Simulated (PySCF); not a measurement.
## Two runs on C$_{6}$H$_{9}$N$_{3}$

System: C$_{6}$H$_{9}$N$_{3}$, SMILES C=Cn1c(C)nnc1C.
Method of run A: GIAO PBE0/pcSseg-1 NMR shielding, non-relativistic, gas phase (PySCF 2.14.0).

The geometry comes from this level: GFN2-xTB. Text and figures count atoms from 1; the logs count them from 0 in places.

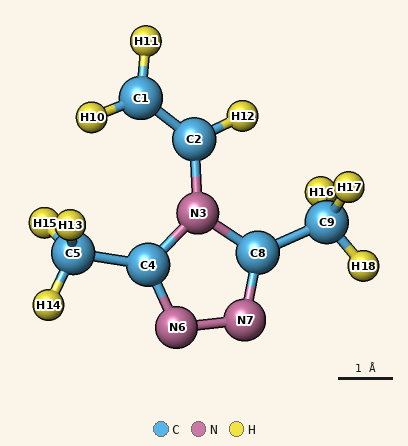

Figure 1. The structure (ball-and-stick view, seen at a tilt; atoms are numbered from 1 in the order of the input). Bond lengths as drawn: C–C 1.32 to 1.48 Å, C–H 1.07 to 1.09 Å, C–N 1.30 to 1.39 Å and N–N 1.35 Å.

## Input file, run A
```
{"job": {"kind": "nmr", "xc": "PBE0", "basis": "pcSseg-1"}, "charge": 0, "multiplicity": 1}
C     -1.452124     1.397437     1.120506
C     -0.232102     1.070932     0.723131
N      0.150507    -0.027372    -0.034882
C     -0.574834    -1.018757    -0.672829
C     -2.047611    -1.153245    -0.718346
N      0.234481    -1.840329    -1.266945
N      1.500779    -1.434068    -1.049320
C      1.463344    -0.360579    -0.325435
C      2.648464     0.402931     0.127118
H     -2.331211     0.825966     0.896121
H     -1.595889     2.286045     1.708238
H      0.610368     1.693030     0.994196
H     -2.454555    -1.348383     0.273346
H     -2.278944    -1.995529    -1.364609
H     -2.507196    -0.253529    -1.125626
H      2.629236     1.420651    -0.263477
H      2.695255     0.443181     1.215283
H      3.533272    -0.102063    -0.248128
```

The first line tells a small driver script what to run in PySCF; the rest is the geometry in Å.

Command:
```bash
OMP_NUM_THREADS=1 python <driver script> task.json out
```

Hardware: 1 CPU thread, shared host.

## Output (run A)
```
coarse grid: 15288 points
cycle   1  E = -397.6327659022  dE =  1.667e+00  |g| = 5.717e-01  |ddm| = 3.976e+00
cycle   2  E = -397.4874621140  dE =  1.453e-01  |g| = 1.007e+00  |ddm| = 1.416e+00
cycle   3  E = -397.7082358968  dE = -2.208e-01  |g| = 1.675e-01  |ddm| = 9.461e-01
cycle   4  E = -397.7139849462  dE = -5.749e-03  |g| = 5.135e-02  |ddm| = 1.533e-01
cycle   5  E = -397.7145562753  dE = -5.713e-04  |g| = 1.631e-02  |ddm| = 6.186e-02
cycle   6  E = -397.7146218695  dE = -6.559e-05  |g| = 5.690e-03  |ddm| = 2.056e-02
cycle   7  E = -397.7146289500  dE = -7.080e-06  |g| = 1.290e-03  |ddm| = 4.634e-03
final grid: 148576 points
cycle   8  E = -397.7648601786  dE = -6.210e-05  |g| = 8.319e-03  |ddm| = 4.421e-02
cycle   9  E = -397.7648590736  dE =  1.105e-06  |g| = 8.870e-03  |ddm| = 1.501e-02
cycle  10  E = -397.7648769898  dE = -1.792e-05  |g| = 1.664e-03  |ddm| = 7.635e-03
cycle  11  E = -397.7648775990  dE = -6.092e-07  |g| = 3.860e-04  |ddm| = 1.492e-03
cycle  12  E = -397.7648776234  dE = -2.434e-08  |g| = 2.098e-04  |ddm| = 4.764e-04
cycle  13  E = -397.7648776326  dE = -9.279e-09  |g| = 4.733e-05  |ddm| = 1.754e-04
cycle  14  E = -397.7648776331  dE = -4.903e-10  |g| = 1.285e-05  |ddm| = 4.807e-05
converged SCF energy = -397.7648776331

GIAO shielding tensors (ppm)
atom      isotropic    diamagn.    paramagn.     s11        s22        s33       span
  0 C       82.427     256.410    -173.983    -11.963     86.614    172.629    184.592
  1 C       52.432     254.221    -201.789    -61.338     81.308    137.326    198.664
  2 N       55.976     338.665    -282.689    -27.878     38.221    157.585    185.463
  3 C       33.972     256.815    -222.843    -53.813     54.295    101.434    155.248
  4 C      169.561     248.324     -78.763    162.588    163.841    182.255     19.667
  5 N      -93.087     331.989    -425.076   -307.004   -121.578    149.319    456.322
  6 N      -87.874     332.176    -420.049   -304.682   -117.721    158.781    463.464
  7 C       32.949     256.846    -223.897    -53.114     56.309     95.653    148.767
  8 C      173.676     248.399     -74.723    163.752    169.723    187.552     23.800
  9 H       26.282      33.497      -7.215     22.551     26.121     30.175      7.623
 10 H       26.648      29.391      -2.743     24.690     25.690     29.564      4.874
 11 H       24.724      33.423      -8.699     19.839     23.750     30.582     10.743
 12 H       29.272      30.166      -0.893     25.133     27.757     34.926      9.793
 13 H       28.442      27.558       0.884     23.221     27.366     34.740     11.519
 14 H       29.319      30.409      -1.090     25.092     28.233     34.631      9.539
 15 H       29.529      29.517       0.012     25.113     27.971     35.505     10.392
 16 H       29.534      29.533       0.001     25.078     28.017     35.505     10.427
 17 H       28.629      26.913       1.717     23.614     27.345     34.930     11.316
```

For run B the input was changed thus:
```diff
-"xc": "PBE0"
-"basis": "pcSseg-1"
+"xc": "LDA"
+"basis": "ANO-RCC-VDZP"
+"pop": false
```

What does this change do to the results?

The total energies belong to different models, so their difference says nothing on which is more stable or more accurate. The HOMO goes from −7.17 to −5.41 eV. The LUMO goes from −0.87 to −1.83 eV. The dipole moment goes from 5.23 to 4.95 D. Of all shieldings, the largest change is that of N7, by +14.5 ppm. The functional changes from PBE0 to LDA. The SCF takes 15 iterations against 14. The basis functions go from 198 to 171.

## Output (run B)
```
coarse grid: 15288 points
cycle   1  E = -394.7787582298  dE =  1.342e+00  |g| = 7.158e-01  |ddm| = 6.246e+00
cycle   2  E = -394.4169109772  dE =  3.618e-01  |g| = 1.426e+00  |ddm| = 2.370e+00
cycle   3  E = -394.8660848918  dE = -4.492e-01  |g| = 4.462e-01  |ddm| = 1.891e+00
cycle   4  E = -394.9123027998  dE = -4.622e-02  |g| = 7.708e-02  |ddm| = 5.314e-01
cycle   5  E = -394.9131706455  dE = -8.678e-04  |g| = 4.851e-02  |ddm| = 1.468e-01
cycle   6  E = -394.9137755755  dE = -6.049e-04  |g| = 1.539e-02  |ddm| = 7.652e-02
cycle   7  E = -394.9138306589  dE = -5.508e-05  |g| = 4.531e-03  |ddm| = 1.881e-02
cycle   8  E = -394.9138355187  dE = -4.860e-06  |g| = 9.748e-04  |ddm| = 5.259e-03
final grid: 148576 points
cycle   9  E = -394.9159127965  dE = -7.209e-05  |g| = 7.244e-03  |ddm| = 6.026e-02
cycle  10  E = -394.9158875809  dE =  2.522e-05  |g| = 1.257e-02  |ddm| = 2.004e-02
cycle  11  E = -394.9159220564  dE = -3.448e-05  |g| = 3.920e-03  |ddm| = 1.579e-02
cycle  12  E = -394.9159256421  dE = -3.586e-06  |g| = 6.007e-04  |ddm| = 4.453e-03
cycle  13  E = -394.9159257110  dE = -6.890e-08  |g| = 2.559e-04  |ddm| = 8.793e-04
cycle  14  E = -394.9159257258  dE = -1.479e-08  |g| = 6.399e-05  |ddm| = 3.197e-04
cycle  15  E = -394.9159257268  dE = -9.564e-10  |g| = 2.078e-05  |ddm| = 9.096e-05
converged SCF energy = -394.9159257268

GIAO shielding tensors (ppm)
atom      isotropic    diamagn.    paramagn.     s11        s22        s33       span
  0 C       88.281     253.532    -165.251      3.485     82.781    178.578    175.093
  1 C       57.537     252.452    -194.915    -47.272     80.051    139.832    187.104
  2 N       52.461     322.376    -269.915    -32.376     34.145    155.613    187.989
  3 C       40.147     257.513    -217.367    -37.177     58.435     99.182    136.360
  4 C      173.941     248.832     -74.891    167.136    169.398    185.289     18.153
  5 N      -79.340     331.557    -410.897   -278.290   -109.383    149.654    427.944
  6 N      -73.411     332.464    -405.875   -275.632   -105.017    160.416    436.049
  7 C       38.180     257.205    -219.025    -37.232     60.589     91.182    128.414
  8 C      178.381     247.653     -69.271    169.816    174.370    190.958     21.141
  9 H       25.799      35.732      -9.933     22.870     25.412     29.115      6.244
 10 H       26.201      30.877      -4.677     24.658     25.224     28.720      4.061
 11 H       24.039      34.275     -10.236     19.525     22.306     30.286     10.761
 12 H       29.060      32.248      -3.188     24.983     27.698     34.498      9.515
 13 H       28.248      28.540      -0.292     23.459     27.223     34.062     10.604
 14 H       29.076      32.488      -3.412     24.942     28.100     34.187      9.246
 15 H       29.258      30.991      -1.733     24.872     27.891     35.010     10.138
 16 H       29.253      31.034      -1.781     24.839     27.928     34.993     10.154
 17 H       28.464      27.545       0.919     23.807     27.305     34.280     10.473
```

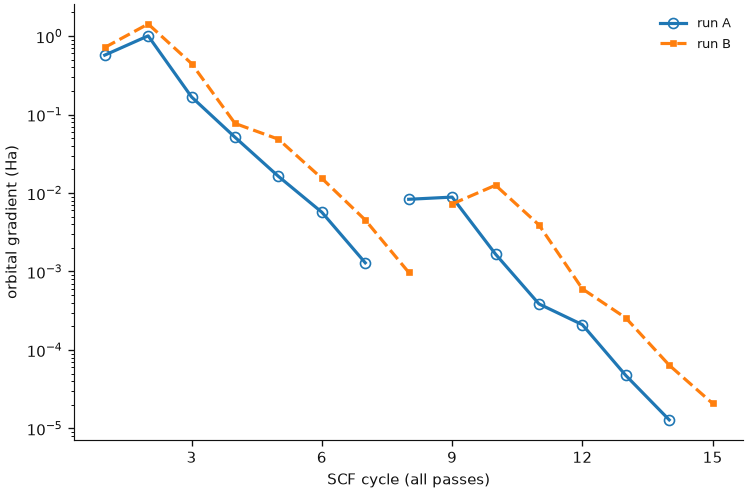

Figure 2. Convergence of the two runs: orbital gradient against the SCF cycle. A break in a curve parts two SCF passes (coarse and final grid). Run A takes 14 cycles in all, and run B takes 15.

## The two runs side by side

```csv
quantity,run A,run B
outcome,converged,converged
total energy (hartree),−397.764878,−394.915926
HOMO (eV),−7.17,−5.41
LUMO (eV),−0.87,−1.83
dipole moment (D),5.23,4.95
shielding of C1 (ppm),82.4,88.3
shielding of C2 (ppm),52.4,57.5
shielding of C4 (ppm),34.0,40.1
shielding of N6 (ppm),−93.1,−79.3
shielding of N7 (ppm),−87.9,−73.4
shielding of C8 (ppm),32.9,38.2
shielding of C9 (ppm),173.7,178.4
SCF iterations,14,15
basis functions,198,171
wall time (shared host),29 s,1.9 min
```
